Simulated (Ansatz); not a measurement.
```xyz
9

F    -0.5894   -0.1670   -2.0646
Si    0.1078    1.0975    0.6059
Si   -0.1125   -0.9245   -0.5857
H     1.4971    1.2207    1.1703
H    -0.1508    2.4570    0.0007
H    -0.7719    1.0812    1.8264
H     0.3338   -1.5265    0.8224
H     1.0940   -1.5413   -1.2511
H    -1.4081   -1.6971   -0.5244
```

Geometry: PBE0-D4/def2-TZVPD.

The calculation used RKS PBE0-D4/def2-TZVPPD in Ansatz 0.2.0.

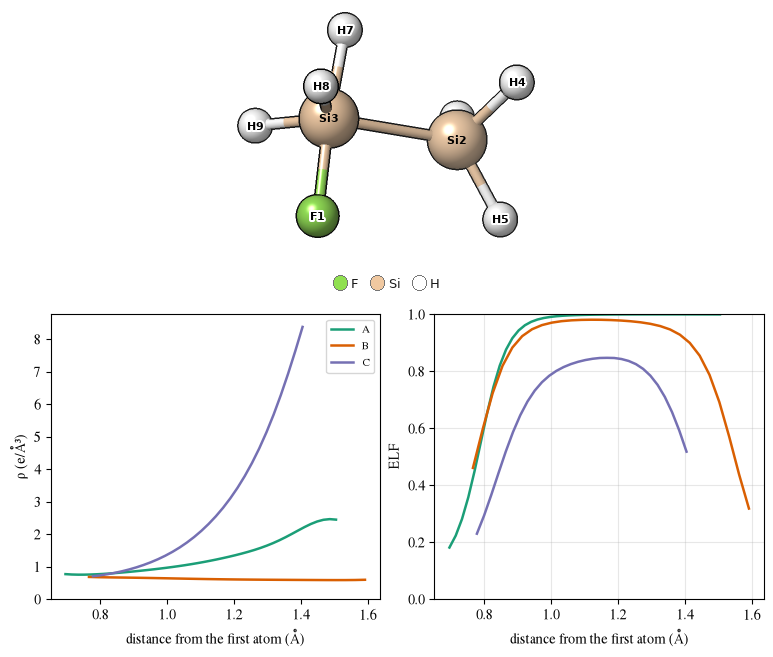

FH6Si2 (charge −1). Electron density and ELF along straight lines between neighbouring atoms. The curves leave out the atomic cores. The structure is drawn too.

Which curve belongs to which contact (Si–F, Si–H and Si–Si)? The first atom named is at distance zero.

Curve A: Si–H (1.50 Å): the density is about 0.75 e/Å³ at the midpoint; the ELF climbs to about 1 towards the hydrogen, as it does in any bond to H. Curve B: Si–Si (2.36 Å): ρ at the midpoint is about 0.61 e/Å³; the ELF peaks at about 1 between the atoms; a covalent bond. Curve C: Si–F (1.73 Å): ρ is about 0.86 e/Å³ halfway; the ELF peaks at about 0.85 in the valence shell of F, 0.6 Å from its nucleus, and is about 0.50 at the midpoint.
